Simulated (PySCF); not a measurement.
H3P, SMILES `P`.

Computed with PySCF, LC-wPBE/def2-SVPD, geometry: GFN2-xTB. No frequency check shows the geometry to be a minimum. GFN2-xTB bond lengths at metals and heavier atoms can be off by up to 0.1 Å and shapes distorted, which carries into these values.

Input script:

```python
import numpy as np
from pyscf import gto, scf, dft, tdscf
from pyscf.scf import atom_ks, atom_hf
from scipy.linalg import block_diag

def solve(mol, dm0=None, hcore=None):
    mf = (dft.UKS if mol.spin else dft.RKS)(mol, xc='lc_wpbe')
    mf.grids.level = 3
    mf = mf.density_fit(auxbasis='def2-universal-jkfit')
    mf.conv_tol, mf.max_cycle = 1e-8, 80
    if hcore is not None:
        mf.get_hcore = lambda *args: hcore
    mf.kernel(dm0)
    if not mf.converged:
        mf = mf.newton().run(mf.mo_coeff, mf.mo_occ, max_cycle=30)
    assert mf.converged, 'SCF not converged'
    return mf

mol = gto.M(atom='''
P     -0.00003     0.00000     0.12805
H     -1.09956     0.35152    -0.64047
H      0.85446     0.77663    -0.64009
H      0.24560    -1.12815    -0.64021
''', basis='def2-svpd', charge=0, spin=0, verbose=4)
mf = solve(mol)
td = mf.TDDFT()
td.nstates, td.singlet, td.conv_tol = 6, False, 1e-5
td.kernel()
td.analyze()
x, y = np.array([p[0] for p in td.xy]), np.array([p[1] + 0 * p[0] for p in td.xy])
f, mu = np.zeros(len(td.e)), np.zeros((len(td.e), 3))
nto = [td.get_nto(state=i + 1, verbose=4) for i in range(len(td.e))]
# spherically averaged free atoms, for the promolecule
atm = atom_ks.get_atm_nrks(mol, xc='lc_wpbe')
pro = block_diag(*[(atm[a[0]][2] * atm[a[0]][3]) @ atm[a[0]][2].T for a in mol._atom])
np.savez('result.npz', e=td.e, f=f, ok=td.converged, w=[n[0] for n in nto], nto=[n[1] for n in nto], x=x, y=y, c=mf.mo_coeff, occ=mf.mo_occ, eps=mf.mo_energy, pro=pro, mu=mu)
```

Command:

```sh
OMP_NUM_THREADS=1 python input.py
```

The run took 25 s on 1 thread of Intel(R) Xeon(R) Platinum 8259CL CPU @ 2.50GHz (Skylake/Cascade Lake), with other jobs on the host, peak memory 0.29 GiB.

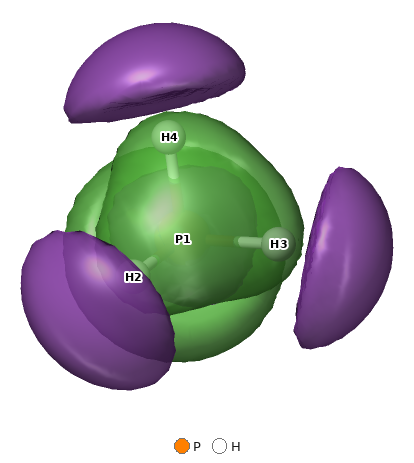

Unrelaxed difference density of T₃ less the ground state (full linear response triplet states), ±0.008 e/Å³; purple: gain, green: loss.

How does the charge move on excitation?

0.71 e is displaced in all, largely into diffuse regions outside the molecule. The state: 7.42 eV (167 nm), spin-forbidden from the singlet ground state, diffuse (Rydberg-like) orbital; the leading pair carries 97 %; hole on P1 (79 %) and H2, H3 and H4 (7 % each), electron on P1 (52 %) and H2, H3 and H4 (16 % each) (atom shares of so diffuse an orbital are rough); their centroids lie 0.4 Å apart.
